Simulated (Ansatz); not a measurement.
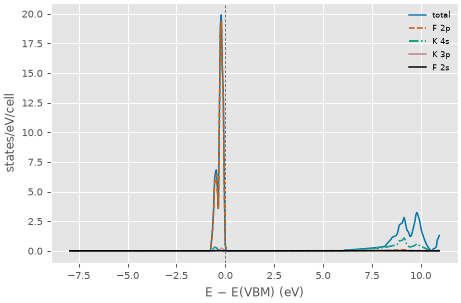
Fig. 1. Total and projected density of states of KF (rock salt, Fm-3m), DFT-PBE in the program Ansatz with PAW potentials

### Question
Which orbitals carry the states next to the gap?

### Answer
Top 1 eV of the valence band: F 2p 97 %. Bottom 1 eV of the conduction band: K 4s 81 %, F 2s 10 %. Projections are on Löwdin-orthogonalised atomic valence shells; empty p or d shells of many metals are not among them.

The PBE relaxation kept the symmetry of its start; phonons on a q-mesh show no instability.

Potentials: the later of the program's two PAW sets.
